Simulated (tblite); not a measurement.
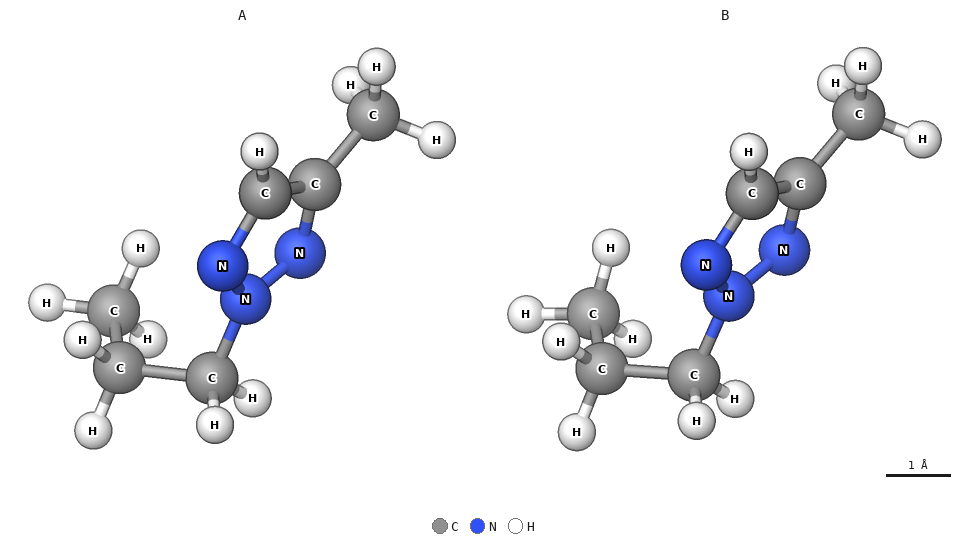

Two geometries of C₆H₁₁N₃, drawn at one scale. One is the start of a relaxation, the other its converged end. Style: ball-and-stick. Shown from a free direction.

Level of theory: GFN2-xTB geometry optimisation, gas phase (tblite 0.8.0). 

**Which one is relaxed?**

Structure A is the relaxed one. An H atom moves most after the best rigid fit: 0.21 Å. By element the largest moves are H 0.21 Å, N 0.08 Å, C 0.07 Å. Near-neighbour distances that change, for instance: N–N 1.365 → 1.309 Å, N–N 1.341 → 1.311 Å, C–H 1.087 → 1.070 Å, C–H 1.105 → 1.092 Å. Among the angles between lasting bonds that change: N–N–C 100.8° → 104.6°, C–C–N 114.2° → 111.0°, N–N–C 102.5° → 105.1°. Over 42 geometry steps the energy falls by 0.196 eV.
